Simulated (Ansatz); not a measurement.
CH3GeO (charge +1)

Input

```
crystal:
  periodic: [false, false, false]
  atoms:
    - {symbol: O, position_ang: [0.550936, 1.016790, -0.036277]}
    - {symbol: C, position_ang: [-0.935083, -1.406282, -0.111751]}
    - {symbol: Ge, position_ang: [0.839605, -0.976226, -0.114923]}
    - {symbol: H, position_ang: [-1.778799, -2.093185, -0.139298]}
    - {symbol: H, position_ang: [1.307967, 1.607043, 0.082545]}
    - {symbol: H, position_ang: [-0.262292, 1.465432, 0.233281]}
basis:
  gaussian: {orbitals: def2-TZVPP}
total_charge: 1
hamiltonian: {xc: pbe0, dispersion: d4}
output: {orbitals: {seedname: orbitals}}
```

Command:

```sh
ansatz run in.yaml --threads 2 --pin off --events-out ev --progress --plain --max-ram 4352MiB
```

Geometry: PBE0-D4/def2-TZVP.

Level of theory: RKS PBE0-D4/def2-TZVPP (Ansatz 0.2.0).

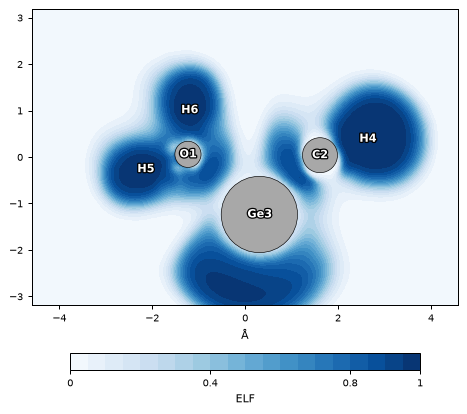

Figure 1. ELF on the molecular plane. Grey discs cover the atomic cores.

**Describe what can be read from this map.**

- The plane passes through O, C, Ge and H nuclei.
- C–Ge (1.83 Å): the ELF peaks at about 0.90 in the valence shell of C, 0.7 Å from its nucleus, and is about 0.45 at the midpoint.
- Ge–O (2.02 Å): the ELF peaks at about 0.90 in the valence shell of O, 0.7 Å from its nucleus, and is about 0.30 at the midpoint.
- O–H (0.97 Å): the ELF climbs to about 1 towards the hydrogen, as it does in any bond to H (a covalent bond by its length).
- C–H (1.09 Å): the ELF climbs to about 1 towards the hydrogen: a covalent bond by its length.

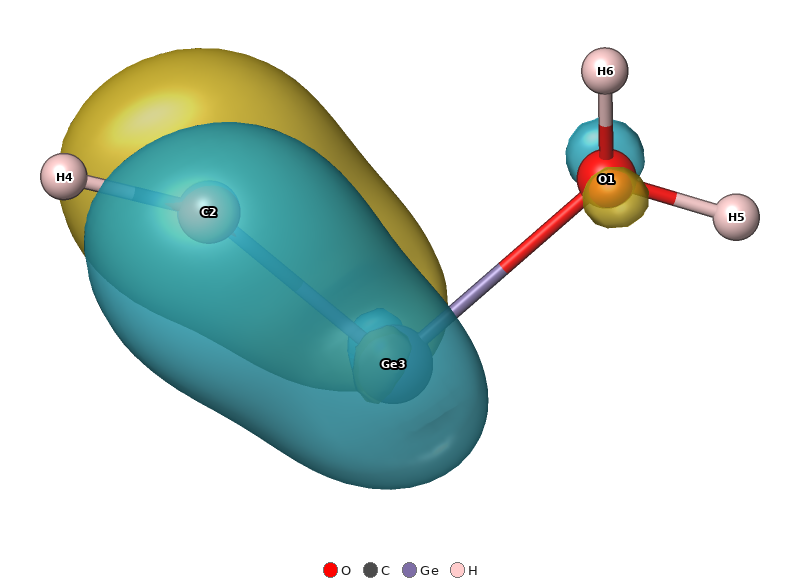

Figure 2. The HOMO at ±0.15 Å⁻³ᐟ² (yellow and cyan are the two phases), seen at a tilt.

**What is the character of this orbital?**

Its weight (Hirshfeld) is mainly on C2 (about 60 %) and Ge3 (about 30 %). Its energy is −12.31 eV.

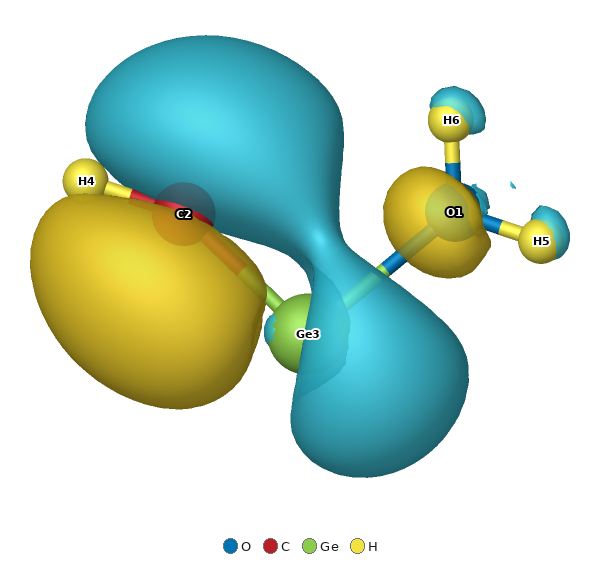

Figure 3. The LUMO at ±0.08 Å⁻³ᐟ² (yellow and cyan are the two phases), seen across its widest extent.

**What is the character of this orbital?**

By Hirshfeld shares it lies mainly on C2 (about 60 %) and Ge3 (about 25 %). Its energy is −9.94 eV.
